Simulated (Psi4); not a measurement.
# SiCl2OF (SMILES [O][Si](F)(Cl)Cl) at 3 levels

We compute a comparison of 3 runs (UHF/STO-3G, UHF/3-21G, UB3LYP/6-31G*) of SiCl2OF. 

The results are computed with Psi4 1.11.

5 further runs of the same task are left out: 3 that didn't finish, 2 set aside as unsound or not needed.

## 1. The system as given

The species is SiCl2OF (5 atoms), meant as a doublet with charge 0. As SMILES, `[O][Si](F)(Cl)Cl`. The Si2–Cl4 distance was set to 4.426 Å, away from the relaxed value. At this shape a bond of the SMILES string is far longer than usual.

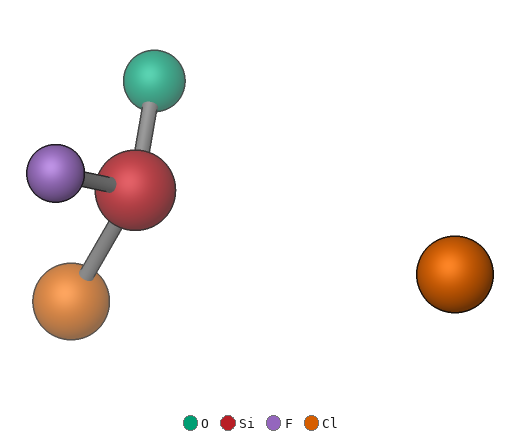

Viewed from a chosen angle; oxygen teal, silicon red, fluorine purple, chlorine orange.

## 2. The energy at UHF/STO-3G (run 1)

Input file input.json:

```json
{
 "schema_name": "qcschema_input",
 "schema_version": 1,
 "molecule": {
  "schema_name": "qcschema_molecule",
  "schema_version": 2,
  "symbols": ["O", "Si", "F", "Cl", "Cl"],
  "geometry": [4.75062597, -0.35280809, 4.06571552, 2.4769075, 1.69489914, 3.53829296, 0.68828172, 2.09703286, 5.88004157, -2.05715586, -1.54163857, -2.69947377, 4.12796121, 5.02516349, 2.74668669],
  "molecular_charge": 0,
  "molecular_multiplicity": 2,
  "fix_symmetry": "c1",
  "fix_com": true,
  "fix_orientation": true
 },
 "driver": "energy",
 "model": {
  "method": "scf",
  "basis": "STO-3G"
 },
 "keywords": {
  "reference": "uhf",
  "puream": true,
  "e_convergence": 1e-09,
  "d_convergence": 1e-08,
  "scf_type": "pk",
  "maxiter": 100,
  "scf_properties": ["LOWDIN_CHARGES", "QUADRUPOLE", "DIPOLE"]
 }
}
```

The run is started by

```sh
$ psi4 --qcschema input.json -n 1 --memory 2200MB
```

stdout:

```text
[...]
  Running in c1 symmetry.
[...]
  Nuclear repulsion =  293.170697947335157
[...]
  Multiplicity = 2
[...]
  Nalpha       = 33
  Nbeta        = 32
[...]
    Number of basis functions: 37
[...]
   @UHF iter   1: -1366.26198772047928   -1.81354e+00   1.10187e-02 DIIS/ADIIS
[...]
   @UHF iter  77: -1366.61617980184997    5.57066e-11   7.29844e-09 DIIS
[...]
   @S^2 Observed:                1.755493099E+00
[...]
    Orbital Energies [Eh]
    ---------------------
    Alpha Occupied:
       1A   -103.755468     2A   -103.642560     3A    -68.074649
       4A    -25.895308     5A    -20.266920     6A    -10.438781
       7A    -10.336504     8A     -7.899757     9A     -7.874137
      10A     -7.874136    11A     -7.779767    12A     -7.775087
      13A     -7.774195    14A     -6.060430    15A     -4.089418
      16A     -4.088627    17A     -4.074446    18A     -1.489216
      19A     -1.300578    20A     -1.051544    21A     -1.014734
      22A     -0.621589    23A     -0.569696    24A     -0.528056
      25A     -0.525730    26A     -0.497861    27A     -0.476054
      28A     -0.459514    29A     -0.459498    30A     -0.441167
      31A     -0.422659    32A     -0.397608    33A     -0.394973
[...]
  @UHF Final Energy: -1366.61617980184997
   => Energetics <=
    Nuclear Repulsion Energy =            293.1706979473351566
    One-Electron Energy =               -2483.9081063194416856
    Two-Electron Energy =                 824.1212285702564486
    Total Energy =                      -1366.6161798018501941
  UHF NO Occupations:
  HONO-2 :   31  A 1.9980376
  HONO-1 :   32  A 1.0266498
[...]
 Multipole Moments:
 ------------------------------------------------------------------------------------
     Multipole            Electronic (a.u.)      Nuclear  (a.u.)        Total (a.u.)
 ------------------------------------------------------------------------------------
 L = 1.  Multiply by 2.5417464519 to convert [e a0] to [Debye]
 Dipole X            :       -114.7163755          114.0799392           -0.6364363
 Dipole Y            :        -99.8204348           98.9993426           -0.8210921
 Dipole Z            :       -135.9662023          135.7848194           -0.1813830
 Magnitude           :                                                    1.0545820
 L = 2.  Multiply by 1.3450342976 to convert [e a0^2] to [Debye ang]
 Quadrupole XX       :       -668.7764101          632.3253708          -36.4510393
 Quadrupole XY       :       -468.1909846          464.9113910           -3.2795937
[...]
```

The result, in JSON:

```text
{
 "driver": "energy",
 "model": {
  "method": "scf",
  "basis": "STO-3G"
 },
 "success": true,
 "return_result": -1366.61617980185,
 "properties": {
  "calcinfo_nbasis": 37,
  "calcinfo_nmo": 37,
  "calcinfo_nalpha": 33,
  "calcinfo_nbeta": 32,
  "calcinfo_natom": 5,
  "nuclear_repulsion_energy": 293.17069794733516,
  "return_energy": -1366.61617980185,
  "scf_one_electron_energy": -2483.9081063194417,
  "scf_two_electron_energy": 824.1212285702564,
  "scf_dipole_moment": [-0.6364363230749746, -0.8210921493459296, -0.1813829710116579],
  "scf_total_energy": -1366.61617980185,
  "scf_iterations": 77
 }
}
```

It took 2.7 s on 1 thread of AMD EPYC 7R43 (Zen 3), shared host; peak memory 0.18 GiB.

## 3. The energy at UHF/3-21G (run 2)

Input file calc.py:

```python
import psi4

psi4.set_memory(2200000000)
psi4.set_num_threads(1)
psi4.set_output_file('psi4.out', False)

mol = psi4.geometry("""
0 2
O      2.513923    -0.186698     2.151484
Si     1.310723     0.896902     1.872384
F      0.364223     1.109702     3.111584
Cl    -1.088600    -0.815800    -1.428500
Cl     2.184423     2.659202     1.453484
symmetry c1
no_reorient
no_com
""")

psi4.set_options({
    'basis': '3-21G',
    'reference': 'uhf',
    'puream': True,
    'e_convergence': 1e-09,
    'd_convergence': 1e-08,
    'scf_type': 'pk',
    'maxiter': 100,
})

e_tot = psi4.energy('scf')
print('E =', round(e_tot, 9))
```

The run is started by

```sh
$ python calc.py
```

psi4.out:

```text
[...]
  Running in c1 symmetry.
[...]
  Nuclear repulsion =  293.170697729040739
[...]
  Multiplicity = 2
[...]
  Nalpha       = 33
  Nbeta        = 32
[...]
    Number of basis functions: 57
[...]
   @UHF iter   1: -1375.07977355444541   -9.61835e-01   1.15002e-02 DIIS/ADIIS
[...]
   @UHF iter  95: -1375.33401600757657   -9.09495e-12   4.16095e-09 DIIS
[...]
   @S^2 Observed:                7.504292669E-01
[...]
    Orbital Energies [Eh]
    ---------------------
    Alpha Occupied:
       1A   -104.175706     2A   -104.145448     3A    -68.475245
       4A    -26.207250     5A    -20.483591     6A    -10.567817
       7A    -10.543407     8A     -8.049753     9A     -8.024628
      10A     -8.024471    11A     -8.006587    12A     -8.002067
      13A     -8.001855    14A     -6.274688    15A     -4.371131
      16A     -4.369203    17A     -4.368770    18A     -1.637540
      19A     -1.276645    20A     -1.161597    21A     -1.153586
      22A     -0.778046    23A     -0.705603    24A     -0.699265
      25A     -0.632376    26A     -0.589694    27A     -0.541309
      28A     -0.530833    29A     -0.528060    30A     -0.527182
      31A     -0.520255    32A     -0.480566    33A     -0.440222
[...]
  @UHF Final Energy: -1375.33401600757657
   => Energetics <=
    Nuclear Repulsion Energy =            293.1706977290407394
    One-Electron Energy =               -2489.2826074638737737
    Two-Electron Energy =                 820.7778937272562416
    Total Energy =                      -1375.3340160075765652
  UHF NO Occupations:
  HONO-2 :   31  A 1.9999257
  HONO-1 :   32  A 1.9999026
[...]
 Multipole Moments:
 ------------------------------------------------------------------------------------
     Multipole            Electronic (a.u.)      Nuclear  (a.u.)        Total (a.u.)
 ------------------------------------------------------------------------------------
 L = 1.  Multiply by 2.5417464519 to convert [e a0] to [Debye]
 Dipole X            :       -115.2972530          114.0799392           -1.2173138
 Dipole Y            :        -98.8098157           98.9993426            0.1895270
 Dipole Z            :       -136.5980489          135.7848194           -0.8132295
 Magnitude           :                                                    1.4761828
[...]
```

On the terminal:

```text
E = -1375.334016008
```

Run time: 3.3 s. Hardware: 1 thread of AMD EPYC 7R43 (Zen 3), shared host; peak memory 0.19 GiB.

## 4. Energy and gradient at UB3LYP/6-31G(d) (spherical functions) (run 3)

Input file job.json:

```json
{
  "schema_name": "qcschema_input",
  "schema_version": 1,
  "molecule": {
    "schema_name": "qcschema_molecule",
    "schema_version": 2,
    "symbols": ["O", "Si", "F", "Cl", "Cl"],
    "geometry": [4.75062597, -0.35280809, 4.06571552, 2.4769075, 1.69489914, 3.53829296, 0.68828172, 2.09703286, 5.88004157, -2.05715586, -1.54163857, -2.69947377, 4.12796121, 5.02516349, 2.74668669],
    "molecular_charge": 0,
    "molecular_multiplicity": 2,
    "fix_symmetry": "c1"
  },
  "driver": "gradient",
  "model": {
    "method": "b3lyp",
    "basis": "6-31G*"
  },
  "keywords": {
    "reference": "uks",
    "puream": true,
    "e_convergence": 1e-09,
    "d_convergence": 1e-08,
    "scf_type": "pk",
    "dft_radial_points": 99,
    "dft_spherical_points": 590,
    "maxiter": 100
  }
}
```

The run is started by

```sh
$ psi4 --qcschema job.json -n 1 --memory 2200MB
```

stdout:

```text
[...]
  Running in c1 symmetry.
[...]
  Nuclear repulsion =  293.170697947335157
[...]
  Multiplicity = 2
[...]
  Nalpha       = 33
  Nbeta        = 32
[...]
    Number of basis functions: 82
[...]
   @UKS iter   1: -1384.56467858337533   -2.57439e-01   1.07299e-02 DIIS/ADIIS
[...]
   @UKS iter  94: -1384.92511049125324   -7.57154e-11   7.13989e-09 DIIS
[...]
   @S^2 Observed:                7.522924133E-01
[...]
  @UKS Final Energy: -1384.92511049125324
   => Energetics <=
    Nuclear Repulsion Energy =            293.1706979473351566
    One-Electron Energy =               -2498.4500913820565984
    Two-Electron Energy =                 898.1288787426858562
    DFT Exchange-Correlation Energy =     -77.7745957992175931
    Empirical Dispersion Energy =           0.0000000000000000
    VV10 Nonlocal Energy =                  0.0000000000000000
    Total Energy =                      -1384.9251104912532355
[...]
 Multipole Moments:
 ------------------------------------------------------------------------------------
     Multipole            Electronic (a.u.)      Nuclear  (a.u.)        Total (a.u.)
 ------------------------------------------------------------------------------------
 L = 1.  Multiply by 2.5417464519 to convert [e a0] to [Debye]
 Dipole X            :         -2.2644327            1.2184909           -1.0459417
 Dipole Y            :          1.0344222           -0.4902301            0.5441920
 Dipole Z            :         -0.8063846            0.1274592           -0.6789254
 Magnitude           :                                                    1.3605436
[...]
  -Total Gradient:
     Atom            X                  Y                   Z
    ------   -----------------  -----------------  -----------------
       1        0.064968769638    -0.029269124784     0.030363972530
       2       -0.102699255370     0.054344833937    -0.044798556141
       3        0.029128752666    -0.004762320477    -0.000271205907
       4       -0.000567898971    -0.000427649832    -0.000796922357
       5        0.009179489124    -0.019899855186     0.015478483908
[...]
```

The result, in JSON:

```text
{
 "driver": "gradient",
 "model": {
  "method": "b3lyp",
  "basis": "6-31G*"
 },
 "success": true,
 "return_result": [0.06496876963762, -0.029269124783931094, 0.03036397252964154, -0.10269925537002618, 0.05434483393720722, -0.04479855614070466, 0.029128752665747645, -0.0047623204766382154, -0.00027120590672591316, -0.0005678989710305336, -0.00042764983211678634, -0.0007969223566296951, 0.009179489124077303, -0.019899855185723153, 0.015478483907581608],
 "properties": {
  "calcinfo_nbasis": 82,
  "calcinfo_nmo": 82,
  "calcinfo_nalpha": 33,
  "calcinfo_nbeta": 32,
  "calcinfo_natom": 5,
  "nuclear_repulsion_energy": 293.17069794733516,
  "return_energy": -1384.9251104912532,
  "return_gradient": [0.06496876963762, -0.029269124783931094, 0.03036397252964154, -0.10269925537002618, 0.05434483393720722, -0.04479855614070466, 0.029128752665747645, -0.0047623204766382154, -0.00027120590672591316, -0.0005678989710305336, -0.00042764983211678634, -0.0007969223566296951, 0.009179489124077303, -0.019899855185723153, 0.015478483907581608],
  "scf_one_electron_energy": -2498.4500913820566,
  "scf_two_electron_energy": 898.1288787426859,
  "scf_xc_energy": -77.7745957992176,
  "scf_dipole_moment": [-1.0459417479216446, 0.5441920271535374, -0.6789253992509405],
  "scf_total_energy": -1384.9251104912532,
  "scf_total_gradient": [0.06496876963762, -0.029269124783931094, 0.03036397252964154, -0.10269925537002618, 0.05434483393720722, -0.04479855614070466, 0.029128752665747645, -0.0047623204766382154, -0.00027120590672591316, -0.0005678989710305336, -0.00042764983211678634, -0.0007969223566296951, 0.009179489124077303, -0.019899855185723153, 0.015478483907581608],
  "scf_iterations": 94
 }
}
```

Run time: 1.7 min. Hardware: 1 thread of AMD EPYC 7R43 (Zen 3), shared host; peak memory 0.72 GiB.

## 5. All runs side by side

| run | level | task | integration grid | energy (Eh) | dipole moment (D) | HOMO energy (eV) | LUMO energy (eV) | wall time |
| --- | --- | --- | --- | --- | --- | --- | --- | --- |
| 1 | UHF/STO-3G | energy | – | -1366.616180 | 2.68 | -7.10 | 1.29 | 2.7 s |
| 2 | UHF/3-21G | energy | – | -1375.334016 | 3.75 | -11.97 | -1.77 | 3.3 s |
| 3 | UB3LYP/6-31G* (spherical functions) | gradient | 99 radial × 590 angular | -1384.925110 | 3.46 | -8.01 | -7.17 | 1.7 min |

## 6. Results

```
                                 quantity           value
                      run 3: total energy  -1384.92511 Eh
                     run 3: dipole moment          3.46 D
run 3: HOMO energy (highest over α and β)        -8.01 eV
 run 3: LUMO energy (lowest over α and β)        -7.17 eV
                              run 3: ⟨S²⟩           0.752
          run 3: largest force on an atom      6.404 eV/Å
```

What this shows: The dipole moment (its size) runs from 2.68 D (UHF/STO-3G) to 3.75 D (UHF/3-21G). In run 1 the basis is minimal, so the values are rough. Spin contamination of the reference: run 1 ⟨S²⟩ = 1.76. Where it is this large, the reference is a mixture of spin states, and values that rest on it are in doubt. All runs together took 1.8 min, the longest 1.7 min.
